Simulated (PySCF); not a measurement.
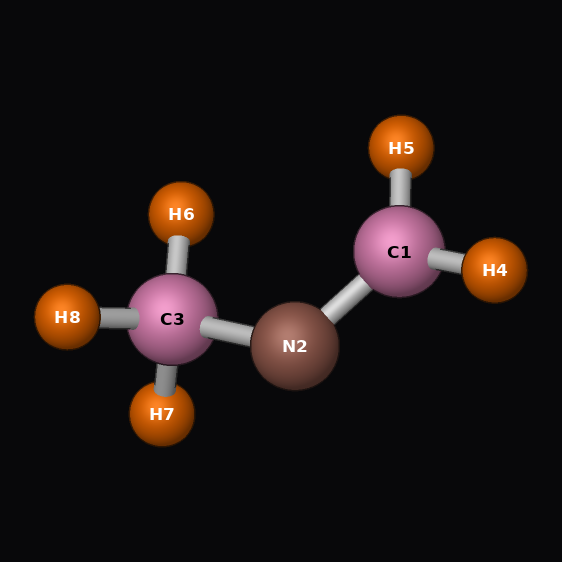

The questions are on isotropic NMR shieldings of the C atoms. The geometry was computed by an optimisation with PBE0-D3(BJ)/def2-SVP. No frequency run is at hand to confirm it as a minimum. Properties computed with GIAO PBE0/pcSseg-1 NMR shielding, non-relativistic, IEF-PCM methanol (PySCF 2.14.0).

Give the isotropic NMR shieldings of the C atoms atom by atom.

```tsv
atom	σ (ppm)
C1	21.8
C3	131.9
```
